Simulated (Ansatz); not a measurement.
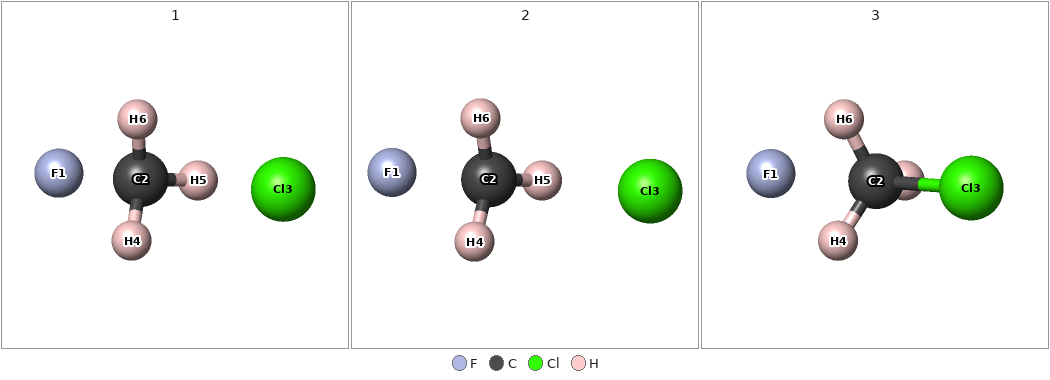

The reacting system CH3ClF (fragments CH₃F + Cl where the first distance is long, F + CH₃Cl where the second is long), charge −1. The first coordinate is: distance C2–Cl3 (bond that forms); the second: distance F1–C2 (bond that breaks). Relaxed at each point: all other coordinates. Grid: 13 × 13 points. Points are written as (first, second). Energies: kJ/mol, counted from the lowest grid point. The reference is spin-restricted, so regions where a bond is pulled apart into radicals lie too high. Computed with RKS PBE0-D4/def2-SVPD in Ansatz.

The numbered pictures are structures from this grid.

> Which is the most stable, and how do the others follow?

1, at (2.686 Å, 1.542 Å): 28 kJ/mol; 2, at (3.035 Å, 1.827 Å): 100 kJ/mol; 3, at (1.794 Å, 1.981 Å): 165 kJ/mol.

The map, with the structures marked:

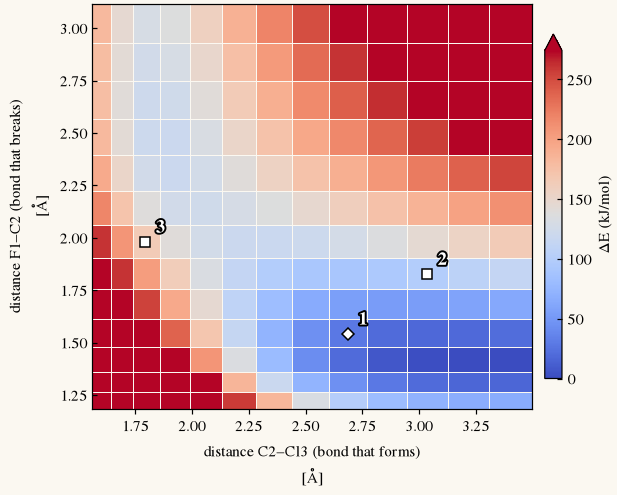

In the figure: one coloured cell a grid point, one colour for all values above the top of the scale.
